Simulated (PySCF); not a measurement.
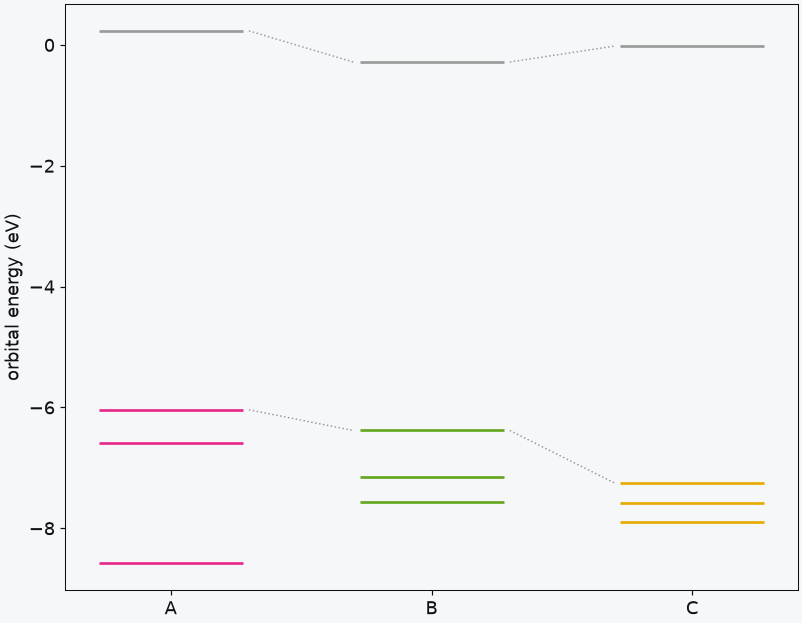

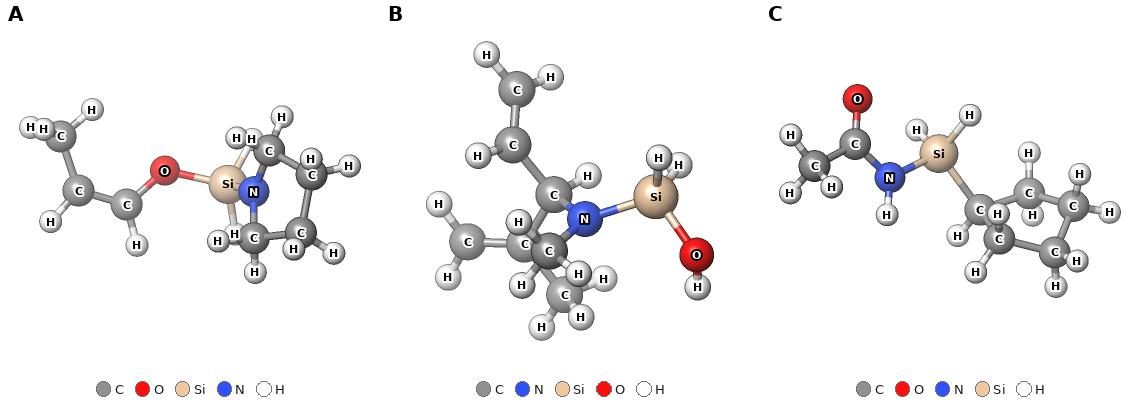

Related molecules: A is C₇H₁₅NOSi, SMILES C/C=C\O[SiH2]N1CCCC1; B is C₇H₁₅NOSi, SMILES C=C[C@H](C(=C)C)N(C)[SiH2]O; C is C₇H₁₅NOSi, SMILES CC(=O)N[SiH2]C1CCCC1. Frontier orbital energies, B3LYP/def2-SVPD with PySCF 2.14.0, at a PBE0-D3(BJ)/def2-SVP geometry (no frequency check); drawn are at most three filled levels and, in grey, the LUMO with any level within 0.03 eV of it; dotted lines join the HOMOs and the LUMOs.

### What does the change do to the frontier levels?

From A to B the HOMO falls by 0.34 eV and the LUMO falls by 0.52 eV, so the separation goes from 6.27 to 6.10 eV. From A to C the HOMO falls by 1.21 eV and the LUMO falls by 0.25 eV, so the separation goes from 6.27 to 7.23 eV.

### Does the ΔSCF ionisation energy follow the HOMO?

A: −ε(HOMO) 6.04, ΔSCF 7.83 eV; B: −ε(HOMO) 6.38, ΔSCF 8.23 eV; C: −ε(HOMO) 7.25, ΔSCF 9.52 eV.

Limits of at least one run: empty levels above zero depend strongly on the basis; one conformer of a flexible molecule.
